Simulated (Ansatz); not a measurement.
A series of calculations on SiH6O4

**1. Relaxation**

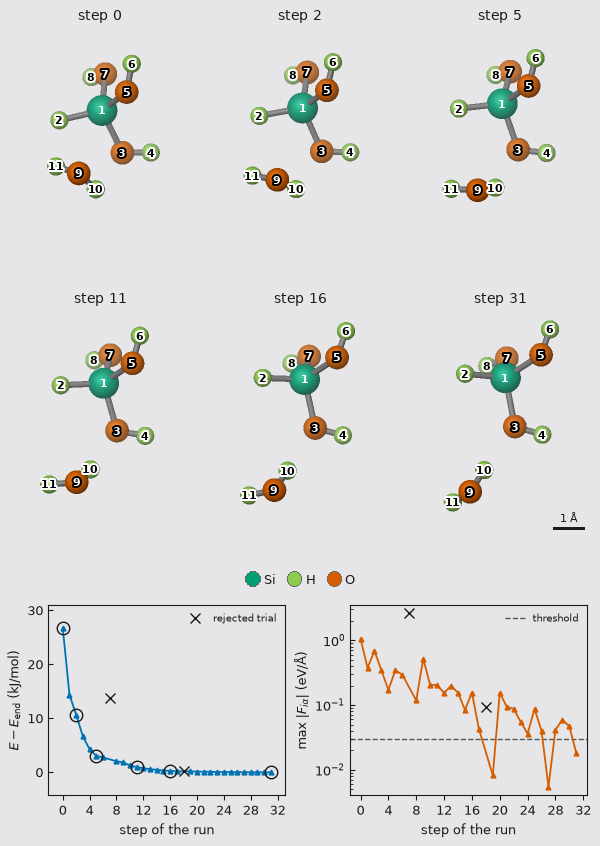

Frames of a relaxation of SiH₆O₄, marked on the history of the run. A ball-and-stick model, seen from a free direction.

The run prepares an end point of a later path (reaction) calculation, from a guessed geometry.

Method: RHF/6-31G* in Ansatz.

Input
```yaml
crystal:
  periodic: [false, false, false]
  atoms:
    - { symbol: Si, position_ang: [-0.205505, -0.142478, 0.090233] }
    - { symbol: H, position_ang: [-0.271363, 0.024697, 1.53924] }
    - { symbol: O, position_ang: [1.374464, -0.452769, -0.2265] }
    - { symbol: H, position_ang: [1.616332, -0.531411, -1.139748] }
    - { symbol: O, position_ang: [-0.766726, 1.086001, -0.816142] }
    - { symbol: H, position_ang: [-1.615667, 0.948238, -1.213348] }
    - { symbol: O, position_ang: [-1.176376, -1.395059, -0.348567] }
    - { symbol: H, position_ang: [-1.080399, -2.225051, 0.095661] }
    - { symbol: O, position_ang: [1.341444, 1.914653, 1.408065] }
    - { symbol: H, position_ang: [2.059936, 1.464396, 0.982225] }
    - { symbol: H, position_ang: [1.015561, 1.278984, 2.06338] }
basis:
  gaussian: { orbitals: "6-31G*" }
hamiltonian:
  xc: hf
relax:
  f_tol: 0.03
  max_steps: 50
output:
  orbitals: {}
```

Run as
```bash
ansatz run input.yaml --threads 1 --pin off --max-ram 2048MiB --backend cpu --events-out ev --progress --plain --runs-dir out
```

Describe the path.

The largest move after the best rigid fit is that of H11, 1.78 Å. By element the largest moves are H 1.78 Å, O 1.22 Å, Si 0.54 Å. Near-neighbour distances that change, for instance: O9–H11 0.969 → 0.947 Å. Among the angles between lasting bonds that change: O3–Si1–O5 111.6° → 108.5°, H2–Si1–O5 116.8° → 114.3°, O5–Si1–O7 102.9° → 105.3°. The energy falls by 26.8 kJ/mol in 29 accepted moves (31 points after the start). Largest force component: 1.1 eV/Å at the start, 0.018 eV/Å at the end. The line search rejected the trial steps at points 7, 18 of the run. The forces were under the threshold at step 19, but the run went on from there. From step 0 to 2: H11 moves most (0.39 Å), energy −16.1 kJ/mol. From step 2 to 5: H11 moves most (0.44 Å), energy −7.60 kJ/mol. From step 5 to 11: H11 moves most (0.42 Å), energy −2.06 kJ/mol. From step 11 to 16: H11 moves most (0.44 Å), energy −0.72 kJ/mol. From step 16 to 31: H11 moves most (0.42 Å), energy −0.27 kJ/mol.

| step | E − E(0), kJ/mol | largest force component, eV/Å | note |
| --- | --- | --- | --- |
| 0 | 0.00 | 1.0563 |  |
| 1 | -12.36 | 0.3775 |  |
| 2 | -16.11 | 0.6861 |  |
| 3 | -20.11 | 0.3427 |  |
| 4 | -22.51 | 0.1719 |  |
| 5 | -23.71 | 0.3458 |  |
| 6 | -24.01 | 0.2943 |  |
| 7 | -13.07 | 2.6087 | rejected |
| 8 | -24.71 | 0.1180 |  |
| 9 | -24.93 | 0.5207 |  |
| 10 | -25.49 | 0.2049 |  |
| 11 | -25.77 | 0.2045 |  |
| 12 | -26.00 | 0.1545 |  |
| 13 | -26.17 | 0.1985 |  |
| 14 | -26.30 | 0.1554 |  |
| 16 | -26.49 | 0.1558 |  |
| 17 | -26.57 | 0.0430 |  |
| 18 | -26.56 | 0.0921 | rejected |
| 19 | -26.59 | 0.0082 |  |
| 20 | -26.61 | 0.1554 |  |
| 21 | -26.65 | 0.0945 |  |
| 22 | -26.67 | 0.0874 |  |
| 23 | -26.69 | 0.0553 |  |
| 24 | -26.71 | 0.0363 |  |
| 25 | -26.72 | 0.0873 |  |
| 27 | -26.74 | 0.0055 |  |
| 28 | -26.75 | 0.0414 |  |
| 29 | -26.76 | 0.0596 |  |
| 30 | -26.76 | 0.0470 |  |
| 31 | -26.76 | 0.0181 |  |

Limits of the set-up: Hartree-Fock leaves out electron correlation.

**2. Relaxation**

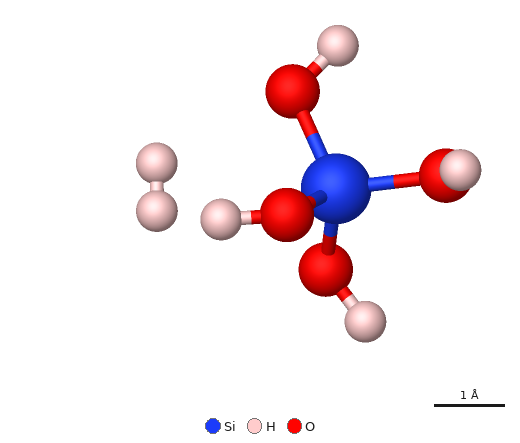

This is the input geometry for a relaxation of SiH$_{6}$O$_{4}$. Style: ball-and-stick. Shown at a tilt.

The run prepares an end point of a later path (reaction) calculation, from a guessed geometry.

The calculation used Ansatz 0.2.0, RHF/6-31G*.

Input
```yaml
crystal:
  periodic: [false, false, false]
  atoms:
    - { symbol: Si, position_ang: [0.377107, 0.197354, -0.151409] }
    - { symbol: H, position_ang: [-1.07338, 0.391586, 2.086017] }
    - { symbol: O, position_ang: [1.256917, 0.098664, -1.524122] }
    - { symbol: H, position_ang: [1.5633, -0.767253, -1.757832] }
    - { symbol: O, position_ang: [-0.908893, 1.156432, -0.416373] }
    - { symbol: H, position_ang: [-1.331661, 1.068377, -1.259445] }
    - { symbol: O, position_ang: [-0.023061, -1.345375, 0.198493] }
    - { symbol: H, position_ang: [-0.463468, -1.535208, 1.015749] }
    - { symbol: O, position_ang: [1.276268, 0.865621, 1.06705] }
    - { symbol: H, position_ang: [2.100259, 1.239649, 0.782003] }
    - { symbol: H, position_ang: [-0.481689, 0.600353, 2.394367] }
basis:
  gaussian: { orbitals: "6-31G*" }
hamiltonian:
  xc: hf
relax:
  f_tol: 0.03
  max_steps: 50
```

Run as
```bash
ansatz run input.yaml --threads 1 --pin off --max-ram 2048MiB --backend cpu --events-out ev --progress --plain --runs-dir out
```

Question: What does the optimiser find from here?

Answer: The largest move after the best rigid fit is that of H2, 1.79 Å. By element the largest moves are H 1.79 Å, O 0.72 Å, Si 0.38 Å. Near-neighbour distances that change, for instance: H2–H11 0.699 → 0.731 Å, Si1–O9 1.655 → 1.630 Å, Si1–O3 1.633 → 1.629 Å. Bond angles that change, for instance: O3–Si1–O9 110.5° → 115.7°, O7–Si1–O9 110.9° → 106.4°, Si1–O9–H10 114.2° → 116.9°. Groups turn about Si1–O9 by about 75°, Si1–O3 by about 20°. The energy falls by 8.42 kcal/mol in 20 accepted moves (22 points after the start). The largest force component goes from 1.3 to 0.025 eV/Å. The line search rejected the trial steps at points 7, 21 of the run. The forces were under the threshold at step 12, but the run went on from there. Cost: 31 s on 1 thread of Intel(R) Xeon(R) 6975P-C (Granite Rapids), on a shared host, peak memory 0.19 GiB.

The structure at the end:

```xyz
11

Si    0.3825    0.1710   -0.5262
H    -0.8233    0.1043    3.8312
O     1.3761   -0.1882   -1.7664
H     1.8122   -1.0288   -1.7399
O    -0.6548    1.3003   -1.0770
H    -0.9106    1.2439   -1.9873
O    -0.2869   -1.2347   -0.0483
H    -0.6300   -1.2704    0.8341
O     1.0984    0.8103    0.7919
H     1.2544    1.7444    0.7832
H    -0.3264    0.3181    3.3393
```

The end point in the same view:

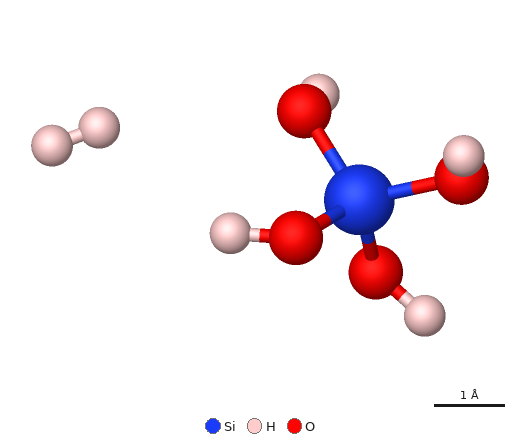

Limits of the set-up: the start holds two separate molecules, 2.2 Å apart at their closest, whose relative position is a soft coordinate and is computed without a dispersion correction; Hartree-Fock leaves out electron correlation.

**3. Path**

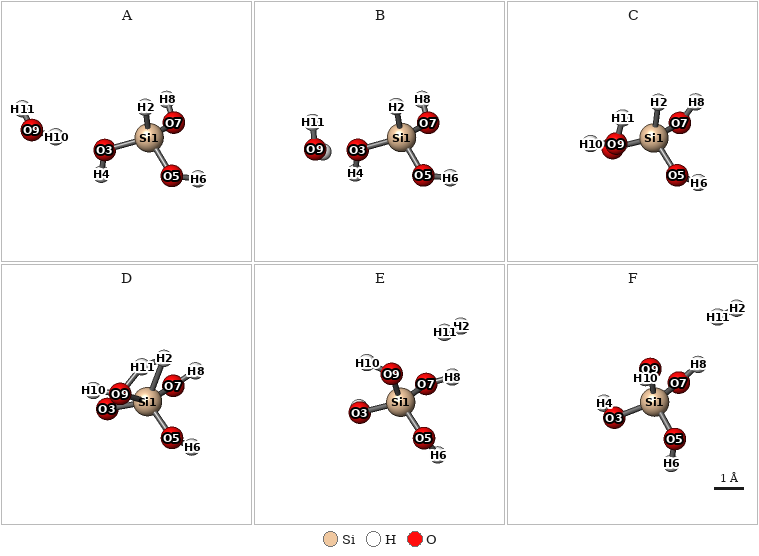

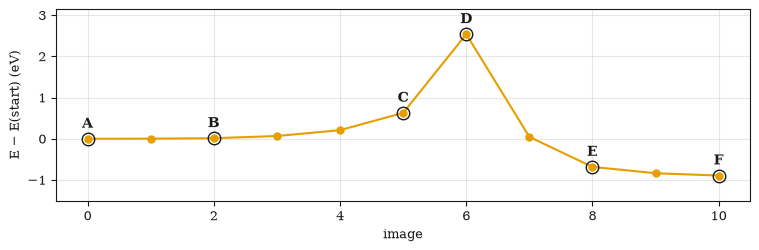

NEB run on SiH₆O₄. Images are numbered from 0 (start) to 10 (end). Frames A to F are images 0, 2, 5, 6, 8, 10. Style: ball-and-stick. Shown at a tilt.

Computed with RHF/6-31G* (Ansatz 0.2.0). Run with 9 movable images; climbing image; force threshold 0.03 eV/Å; iteration limit 60; starting path through a guess of the saddle point.

Q: Describe the mechanism and the energy profile.

A: Breaking: O9–H11 (0.95 → 1.21 at the top → 2.96 Å), Si1–H2 (1.46 → 1.80 at the top → 4.52 Å). Forming: H2–H11 (4.28 → 1.01 at the top → 0.73 Å), Si1–O9 (4.23 → 1.81 at the top → 1.63 Å). The energy climbs by 2.54 eV to image 6 and then falls by 3.43 eV, so the end point sits at −0.89 eV. The band converged in 33 iterations. The largest component of the band force went from 330 to 0.028 eV/Å. The climbing image converged on the top of the path. Its vibrational analysis gives one imaginary mode (1968i cm⁻¹), as a transition state must have.

Limits of the set-up: Hartree-Fock leaves out electron correlation.
